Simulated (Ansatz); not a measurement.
Take CdS in the wurtzite structure (space group P6_3mc, No. 186; a = 4.1244 Å, c = 6.7082 Å) as the base.

Perturbation: an isotropic linear strain of −0.60 %, atoms relaxed at fixed cell.

The values are results of plane-wave PAW DFT at the PBEsol level (Ansatz, an electronic-structure program, 420 eV), no spin-orbit coupling, not measurements.

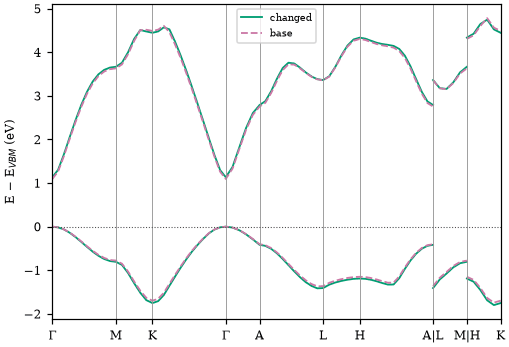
Highest valence and lowest conduction band along the path, each from its own valence-band maximum

Question: Read the changed gap and its character from the plot.

Answer: About 1.1 eV, direct at Γ.

No phonon test of stability was made.
